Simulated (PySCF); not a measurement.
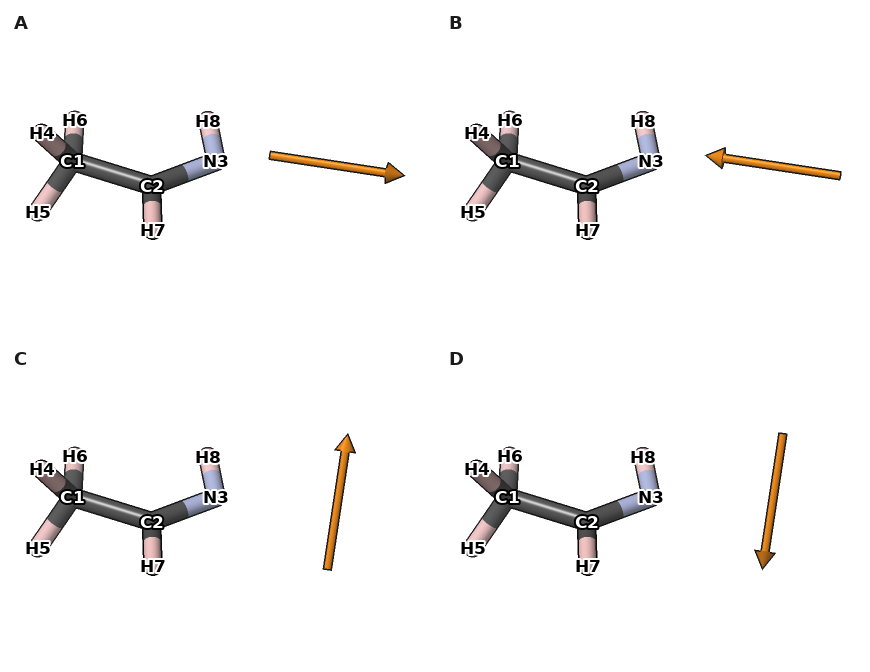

The same molecule four times, each with an arrow. Computed geometry: PBE0-D3(BJ)/def2-SVP optimisation. No frequency run is at hand to confirm it as a minimum. Method: B3LYP/pcJ-1, gas phase (PySCF 2.14.0).

> Which arrow points along the dipole moment, from the negative to the positive end?

B. The dipole moment is 2.53 D; it points from the side of N3 to the side of H4, H5 (the outermost atoms at the two ends).
